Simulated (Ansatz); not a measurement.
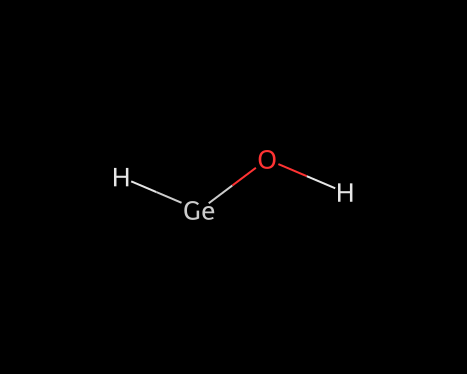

Structural formula above. Computed geometry: PBE-D4/def2-SVP optimisation. No frequency run is at hand to confirm it as a minimum.

Describe the 3D structure.

Formula GeH2O. Its SMILES string is `[OH][GeH]`. The point group is Cs. All atoms lie on one plane. Coordination: 1 O bent; 1 Ge bent.

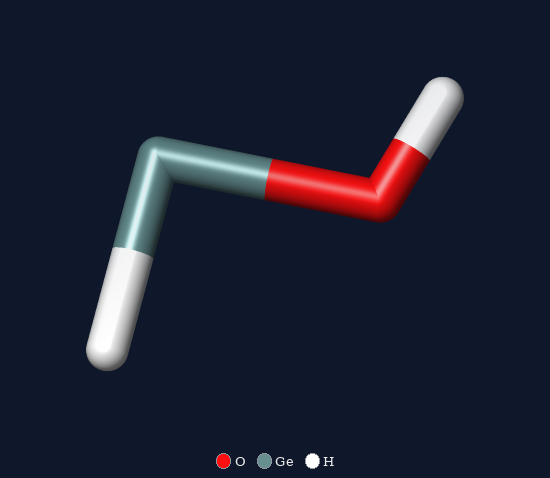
